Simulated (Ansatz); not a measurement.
Results of PBE0 (plane waves, PAW; Ansatz, a first-principles code) for fcc Ir.

Numerical settings: plane-wave cutoff 460 eV, 14×14×14 k mesh, Fermi–Dirac smearing 0.05 eV, no spin polarisation, scalar-relativistic PAW data made under PBE.

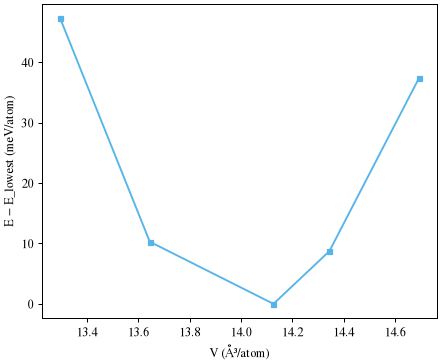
Figure. Total energy against volume

Question: From the curve, estimate the equilibrium volume and the bulk modulus.

Answer: V0 ≈ 14.0 Å³/atom and B0 ≈ 400 GPa; the fit gives V0 = 13.998 Å³/atom, B0 = 397 GPa, B′ = 5.2.

Measured, for comparison: bulk modulus 365 GPa (corrected for temperature and zero-point phonon effects; as tabulated in Levämäki et al. (2014), arXiv:1402.3671); equilibrium volume per atom 14.06 Å³/atom (static lattice: zero-point anharmonic expansion removed; as tabulated in Mejia-Rodriguez and Trickey (2018), arXiv:1807.09216). Computed (rounded) less measured: bulk modulus +9 %, equilibrium volume per atom -0.4 %.

Spin–orbit coupling is not included.

Computed values are for the static lattice.
